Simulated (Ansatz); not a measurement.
Fields on a plane of SnO (litharge type, space group P4/nmm)

```
CELL_PARAMETERS angstrom
      3.79274     0.00000     0.00000
      0.00000     3.79274     0.00000
      0.00000     0.00000     4.76440
ATOMIC_POSITIONS crystal
  Sn 0.50000 0.00000 0.24062
  Sn 0.00000 0.50000 0.75938
  O  0.00000 0.00000 0.00000
  O  0.50000 0.50000 0.00000
```

The slice is a (010) plane (indices of the conventional cell) through the point (0.000, 0.500, 0.759) (fractional), spanned by u = [100] and v = [001] in vectors of this cell: u (3.79 Å) and v (4.76 Å, at 90° to u). It covers one period; positions are fractions (u, v).

Atoms on it: Sn at (0.00, 0.00); O at (0.50, 0.24).

Level of theory: r2SCAN+rVV10 (plane waves to 500 eV, PAW, scalar-relativistic; Ansatz, a first-principles code). k mesh 9×9×7. These are valence fields of a PAW run, semicore shells included where kept as valence: close to a nucleus they are smooth pseudo fields. At this level the bands of SnO touch or barely overlap; measurements give the solid a gap. SnO was relaxed with its symmetry unable to fall. The PAW data are Ansatz's earlier set.

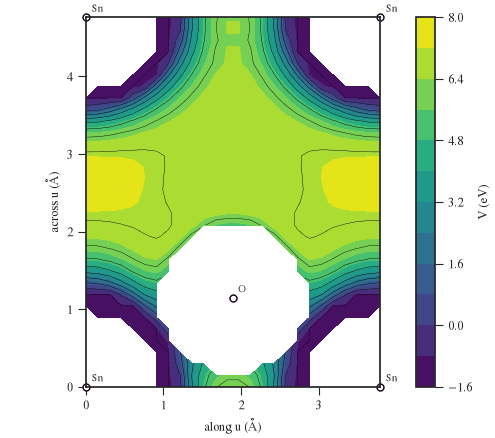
Electrostatic potential energy of an electron, from the cell's mean, in eV, one period of the plane, atoms marked. Points within 0.9 Å of a nucleus are left white, as the pseudised field means little there. Values under -1 eV are set to -1. The zero, the cell's mean, hangs on the PAW cores.

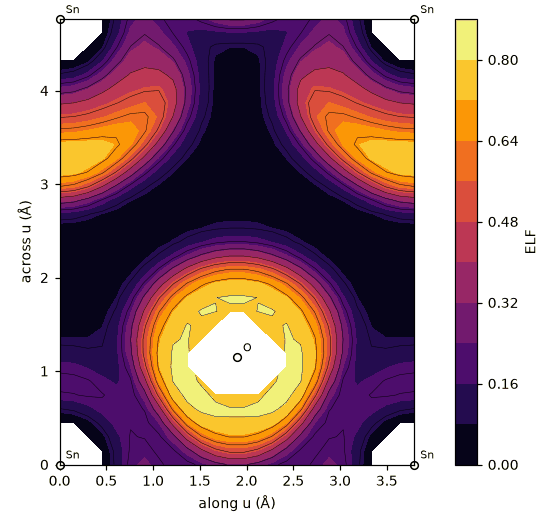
*Electron localisation function (ELF), one period of the plane, atoms marked. Points within 0.4 Å of a nucleus are left white, as the pseudised field means little there.*

- Density on the Sn–O line (2.22 Å) at its midpoint: 0.46 e/Å³
- ELF at that point: 0.2
